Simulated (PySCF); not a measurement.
# C2H6ClNSi (SMILES C=C[SiH](N)Cl) at 6 levels

Wanted: a comparison of 6 runs (HF/STO-3G, HF/3-21G, HF/def2-SVP, B3LYP/6-31G*, M06-2X/6-31G**, PBE/def2-TZVP) of C2H6ClNSi. 

Program for the calculation: PySCF 2.14.0.

### 1 The system as given

The species is C2H6ClNSi (11 atoms), meant as a singlet with charge 0. SMILES: `C=C[SiH](N)Cl`. Geometry: relaxed at PBE0-D4/def2-TZVP. This is one conformer, not always the lowest.

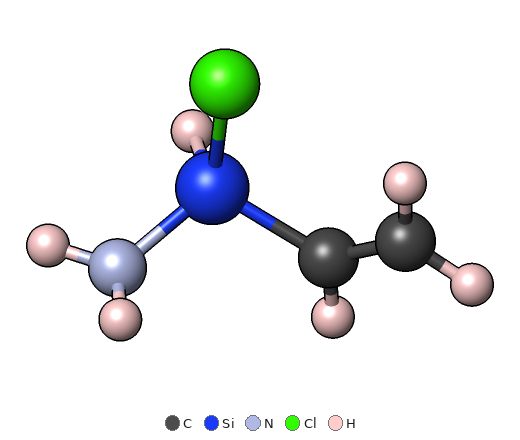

Viewed from a chosen angle; carbon dark grey, silicon blue, nitrogen light blue, chlorine green, hydrogen pink.

### 2 Energy and gradient at HF/STO-3G (run 1)

File input.xyz:

```xyz
11
C2H6ClNSi
C     -2.009100    -0.223800     0.193800
C     -0.763200    -0.607700     0.453800
Si     0.734800     0.466000     0.292000
N      1.868300    -0.317300    -0.709400
Cl     0.104400     2.319600    -0.400900
H     -2.233700     0.783700    -0.142800
H     -2.853600    -0.897600     0.307100
H     -0.595000    -1.630400     0.790600
H      1.412600     0.742400     1.578700
H      1.579200    -0.700400    -1.595600
H      2.820800     0.008500    -0.746800
```

File job.py:

```python
# C=C[SiH](N)Cl
import pyscf.grad
from pyscf import gto, scf

system = gto.Mole()
system.atom = 'input.xyz'
system.spin = 0
system.max_memory = 1860
system.basis = 'sto-3g'
system.verbose = 4
system.build()

mf = scf.RHF(system)
mf.conv_tol = 1e-10
mf.kernel()
if not mf.converged:
    mf = mf.newton().run(mf.mo_coeff, mf.mo_occ)

etot = mf.e_tot
print('E(%s) = %.9f' % ('HF', etot))
grad = mf.Gradients().kernel()
mf.analyze()
```

Run with:

```bash
$ OMP_NUM_THREADS=1 python job.py
```

The log of the run:

```text
PySCF version 2.14.0

[... 79 lines left out ...]
Total Energy =                        -872.269358830106512
[... 3 lines left out ...]
Two-electron Coulomb Energy =          678.053616771596126
[... 5 lines left out ...]
MO #3   energy= -15.2706753519827  occ= 2
[... 3 lines left out ...]
MO #7   energy= -7.74717783739954  occ= 2
[... 3 lines left out ...]
MO #11  energy= -4.07882946990043  occ= 2
[... 3 lines left out ...]
MO #15  energy= -0.999857774955276 occ= 2
[... 3 lines left out ...]
MO #19  energy= -0.610804637200427 occ= 2
[... 3 lines left out ...]
MO #23  energy= -0.450500257766105 occ= 2
[... 3 lines left out ...]
MO #27  energy= -0.334768994777481 occ= 2
[... 3 lines left out ...]
MO #31  energy= 0.488192224062013  occ= 0
[... 3 lines left out ...]
MO #35  energy= 0.688389414546041  occ= 0
[... 3 lines left out ...]
MO #39  energy= 1.00043138057291   occ= 0
[... 14 lines left out ...]
pop of  2 Si 3s           1.06736
pop of  2 Si 2px          1.99901
pop of  2 Si 2py          1.99896
pop of  2 Si 2pz          1.99904
pop of  2 Si 3px          0.72432
pop of  2 Si 3py          0.62152
pop of  2 Si 3pz          0.73426
pop of  3 N 1s            1.99986
pop of  3 N 2s            1.31519
pop of  3 N 2px           1.14007
pop of  3 N 2py           1.65028
pop of  3 N 2pz           1.33756
pop of  4 Cl 1s           2.00000
pop of  4 Cl 2s           1.99990
pop of  4 Cl 3s           1.92984
pop of  4 Cl 2px          1.99995
pop of  4 Cl 2py          1.99975
pop of  4 Cl 2pz          1.99995
pop of  4 Cl 3px          1.92825
pop of  4 Cl 3py          1.58429
pop of  4 Cl 3pz          1.92605
pop of  5 H 1s            0.95551
pop of  6 H 1s            0.96126
pop of  7 H 1s            0.96431
pop of  8 H 1s            1.13216
pop of  9 H 1s            0.88313
pop of  10 H 1s           0.88232
 ** Mulliken atomic charges  **
charge of    0C =     -0.05992
charge of    1C =     -0.20612
charge of    2Si =      0.85568
charge of    3N =     -0.44297
charge of    4Cl =     -0.36798
charge of    5H =      0.04449
charge of    6H =      0.03874
charge of    7H =      0.03569
charge of    8H =     -0.13216
charge of    9H =      0.11687
charge of   10H =      0.11768
Dipole moment(X, Y, Z, Debye):  0.84323, -2.33256,  0.18459
```

Wall time 2 s (1 thread of Arm Neoverse V2, shared host); peak memory 0.12 GiB.

### 3 Energy and gradient at HF/3-21G (run 2)

File calc.py:

```python
import pyscf.grad
from pyscf import gto

mol = gto.Mole()
mol.atom = '''
C   -2.009100  -0.223800   0.193800
C   -0.763200  -0.607700   0.453800
Si   0.734800   0.466000   0.292000
N    1.868300  -0.317300  -0.709400
Cl   0.104400   2.319600  -0.400900
H   -2.233700   0.783700  -0.142800
H   -2.853600  -0.897600   0.307100
H   -0.595000  -1.630400   0.790600
H    1.412600   0.742400   1.578700
H    1.579200  -0.700400  -1.595600
H    2.820800   0.008500  -0.746800
'''
mol.basis = '3-21g'
mol.spin = 0
mol.max_memory = 1860
mol.verbose = 3
mol.build()

mf = mol.RHF()
mf.conv_tol = 1e-10
mf.kernel()
if not mf.converged:
    mf = mf.newton().run(mf.mo_coeff, mf.mo_occ)

energy = mf.e_tot
print('E(%s) = %.9f' % ('HF', energy))
grad = mf.Gradients().kernel()
mf.analyze()
```

Run with:

```bash
$ OMP_NUM_THREADS=1 python calc.py
```

The log of the run:

```text
converged SCF energy = -877.70105526999
E(HF) = -877.701055270
--------------- RHF gradients ---------------
         x                y                z
0 C    -0.0021496532     0.0008014282    -0.0007816405
1 C     0.0224352506     0.0096346564    -0.0017745944
2 Si    -0.0117930864     0.0296258109    -0.0307023875
3 N    -0.0147690098    -0.0048389357     0.0227134810
4 Cl     0.0124325526    -0.0388144341     0.0148354902
5 H    -0.0003307031     0.0085949854    -0.0027215900
6 H    -0.0064961449    -0.0058117775     0.0012162678
7 H    -0.0001546693    -0.0080818122     0.0026971876
8 H     0.0014001930    -0.0007404138     0.0014305947
9 H    -0.0016151650     0.0041456456    -0.0047364864
10 H     0.0010404356     0.0054848469    -0.0021763224
----------------------------------------------
**** MO energy ****
MO #1   energy= -104.0796464525    occ= 2
MO #2   energy= -68.3669290758572  occ= 2
MO #3   energy= -15.4745004144605  occ= 2
MO #4   energy= -11.1969366304511  occ= 2
MO #5   energy= -11.1779118467251  occ= 2
MO #6   energy= -10.4752721925283  occ= 2
MO #7   energy= -7.93847259153451  occ= 2
MO #8   energy= -7.93472414927178  occ= 2
MO #9   energy= -7.93463968687712  occ= 2
MO #10  energy= -6.16802898890076  occ= 2
MO #11  energy= -4.26522772218366  occ= 2
MO #12  energy= -4.2635859458521   occ= 2
MO #13  energy= -4.26314864400288  occ= 2
MO #14  energy= -1.15642118225765  occ= 2
MO #15  energy= -1.09184759976186  occ= 2
MO #16  energy= -1.04863364784667  occ= 2
MO #17  energy= -0.808401517439585 occ= 2
MO #18  energy= -0.714268007579461 occ= 2
MO #19  energy= -0.67281294195661  occ= 2
MO #20  energy= -0.646592158476462 occ= 2
MO #21  energy= -0.583124293525923 occ= 2
MO #22  energy= -0.564531321358966 occ= 2
MO #23  energy= -0.518738193620257 occ= 2
MO #24  energy= -0.482103225357823 occ= 2
MO #25  energy= -0.450775568655979 occ= 2
MO #26  energy= -0.437141296499052 occ= 2
MO #27  energy= -0.413799766353083 occ= 2
MO #28  energy= -0.394500590882733 occ= 2
MO #29  energy= 0.131542352396963  occ= 0
MO #30  energy= 0.192867222217501  occ= 0
MO #31  energy= 0.221482747554367  occ= 0
MO #32  energy= 0.25459289294024   occ= 0
MO #33  energy= 0.283111334049533  occ= 0
MO #34  energy= 0.308154826791136  occ= 0
MO #35  energy= 0.320735762331521  occ= 0
MO #36  energy= 0.328801839909528  occ= 0
MO #37  energy= 0.34076263335741   occ= 0
MO #38  energy= 0.413209724348883  occ= 0
MO #39  energy= 0.45639967495454   occ= 0
MO #40  energy= 0.478009793971864  occ= 0
MO #41  energy= 0.561641124098295  occ= 0
MO #42  energy= 0.606788886149631  occ= 0
MO #43  energy= 0.643277662724519  occ= 0
MO #44  energy= 0.797499320631199  occ= 0
MO #45  energy= 0.837069863224989  occ= 0
MO #46  energy= 0.861176712183561  occ= 0
MO #47  energy= 0.918219445376748  occ= 0
MO #48  energy= 1.00752835573198   occ= 0
MO #49  energy= 1.0140988709032    occ= 0
MO #50  energy= 1.07571132059167   occ= 0
MO #51  energy= 1.11145687443361   occ= 0
MO #52  energy= 1.12777666590816   occ= 0
MO #53  energy= 1.2490287232572    occ= 0
MO #54  energy= 1.30865863736648   occ= 0
MO #55  energy= 1.31570188233136   occ= 0
MO #56  energy= 1.3377515696858    occ= 0
MO #57  energy= 1.38107378683238   occ= 0
MO #58  energy= 1.38807768409329   occ= 0
MO #59  energy= 1.48783745724841   occ= 0
MO #60  energy= 1.61697646445481   occ= 0
MO #61  energy= 1.63830143023845   occ= 0
MO #62  energy= 1.64822905423601   occ= 0
MO #63  energy= 1.76076493566119   occ= 0
MO #64  energy= 2.01143796285797   occ= 0
MO #65  energy= 2.61067162062117   occ= 0
 ** Mulliken atomic charges  **
charge of    0C =     -0.14517
charge of    1C =     -0.38322
charge of    2Si =      0.96743
charge of    3N =     -0.69293
charge of    4Cl =     -0.38629
charge of    5H =      0.11132
charge of    6H =      0.10541
charge of    7H =      0.11317
charge of    8H =     -0.12395
charge of    9H =      0.21694
charge of   10H =      0.21728
Dipole moment(X, Y, Z, Debye):  0.50042, -2.69346, -0.42782
```

Wall time 2.2 s (1 thread of Arm Neoverse V2, shared host); peak memory 0.14 GiB.

Runs 3 to 5 aren't shown in full; the table further down has their settings and results.

### 4 Energy and gradient at PBE/def2-TZVP (run 6)

File start.xyz:

```xyz
11
C2H6ClNSi
C     -2.009100    -0.223800     0.193800
C     -0.763200    -0.607700     0.453800
Si     0.734800     0.466000     0.292000
N      1.868300    -0.317300    -0.709400
Cl     0.104400     2.319600    -0.400900
H     -2.233700     0.783700    -0.142800
H     -2.853600    -0.897600     0.307100
H     -0.595000    -1.630400     0.790600
H      1.412600     0.742400     1.578700
H      1.579200    -0.700400    -1.595600
H      2.820800     0.008500    -0.746800
```

File input.py:

```python
import pyscf.grad
from pyscf import gto, dft

system = gto.M(
    atom='start.xyz',
    verbose=4,
    basis='def2-tzvp',
    spin=0,
    max_memory=1860,
)

myscf = dft.RKS(system, xc='pbe')
myscf.grids.level = 5
myscf.conv_tol = 1e-10
myscf.kernel()
if not myscf.converged:
    myscf = myscf.newton().run(myscf.mo_coeff, myscf.mo_occ)

energy = myscf.e_tot
print('Final energy', energy)
grad = myscf.Gradients().kernel()
myscf.analyze()
```

Run with:

```bash
$ OMP_NUM_THREADS=1 python input.py
```

The log of the run:

```text
PySCF version 2.14.0

[... 113 lines left out ...]
MO #5   energy= -9.88362510411614  occ= 2
[... 17 lines left out ...]
MO #23  energy= -0.331465223985564 occ= 2
[... 17 lines left out ...]
MO #41  energy= 0.168034201040081  occ= 0
[... 17 lines left out ...]
MO #59  energy= 0.419242667025501  occ= 0
[... 17 lines left out ...]
MO #77  energy= 0.806324879438546  occ= 0
[... 17 lines left out ...]
MO #95  energy= 1.23104379243609   occ= 0
[... 17 lines left out ...]
MO #113 energy= 1.72173100115544   occ= 0
[... 17 lines left out ...]
MO #131 energy= 2.13343224797149   occ= 0
[... 17 lines left out ...]
MO #149 energy= 2.57089815059358   occ= 0
[... 17 lines left out ...]
MO #167 energy= 3.28891295375805   occ= 0
[... 17 lines left out ...]
MO #185 energy= 4.5931907028558    occ= 0
[... 17 lines left out ...]
MO #203 energy= 31.3851899057317   occ= 0
[... 178 lines left out ...]
pop of  6 H 2px           0.00045
pop of  6 H 2py           0.00032
pop of  6 H 2pz           0.00018
pop of  7 H 1s            0.85946
pop of  7 H 2s            0.00468
pop of  7 H 3s            0.00270
pop of  7 H 2px           0.00007
pop of  7 H 2py           0.00058
pop of  7 H 2pz           0.00022
pop of  8 H 1s            1.09520
pop of  8 H 2s            0.00372
pop of  8 H 3s            0.00108
pop of  8 H 2px           0.00092
pop of  8 H 2py           0.00042
pop of  8 H 2pz           0.00296
pop of  9 H 1s            0.74597
pop of  9 H 2s            0.00527
pop of  9 H 3s            0.00420
pop of  9 H 2px           0.00019
pop of  9 H 2py           0.00129
pop of  9 H 2pz           0.00074
pop of  10 H 1s           0.74387
pop of  10 H 2s           0.00529
pop of  10 H 3s           0.00420
pop of  10 H 2px          0.00057
pop of  10 H 2py          0.00123
pop of  10 H 2pz          0.00042
 ** Mulliken atomic charges  **
charge of    0C =     -0.20878
charge of    1C =     -0.37102
charge of    2Si =      0.85416
charge of    3N =     -0.71313
charge of    4Cl =     -0.32890
charge of    5H =      0.12786
charge of    6H =      0.12508
charge of    7H =      0.13228
charge of    8H =     -0.10430
charge of    9H =      0.24234
charge of   10H =      0.24442
Dipole moment(X, Y, Z, Debye):  0.47968, -1.66721, -0.68569
```

Wall time 3.5 min (1 thread of Arm Neoverse V2, shared host); peak memory 1.7 GiB.

### 5 The series

```
run                                 level  integration grid  energy (Eh)  dipole moment (D)  HOMO energy (eV)  LUMO energy (eV)  wall time
  1                             HF/STO-3G                 –  -872.269359               2.49             -9.03              7.89        2 s
  2                              HF/3-21G                 –  -877.701055               2.77            -10.73              3.58      2.2 s
  3                           HF/def2-SVP                 –  -881.846675               1.88            -10.57              3.39      8.7 s
  4    B3LYP/6-31G* (spherical functions)                 5  -884.316557               2.21             -7.36             -0.48       41 s
  5  M06-2X/6-31G** (spherical functions)                 5  -884.188173               2.23             -9.08              0.58       89 s
  6                         PBE/def2-TZVP                 5  -883.894690               1.87             -6.43             -1.69    3.5 min
```

### 6 What came out

| quantity | value |
| --- | --- |
| run 6: total energy | -883.89469 Eh |
| run 6: dipole moment | 1.87 D |
| run 6: HOMO energy | -6.43 eV |
| run 6: LUMO energy | -1.69 eV |
| run 6: HOMO–LUMO gap | 4.74 eV |
| run 6: largest force on an atom | 0.391 eV/Å |

The dipole moment (its size) runs from 1.87 D (PBE/def2-TZVP) to 2.77 D (HF/3-21G). The two ends differ in method and basis. The HOMO–LUMO gap runs from 4.74 eV (PBE/def2-TZVP) to 16.92 eV (HF/STO-3G). Totals of different functionals can't be ranked against each other. In run 1 the basis is minimal, so the values are rough. All runs together took 5.8 min, the longest 3.5 min.
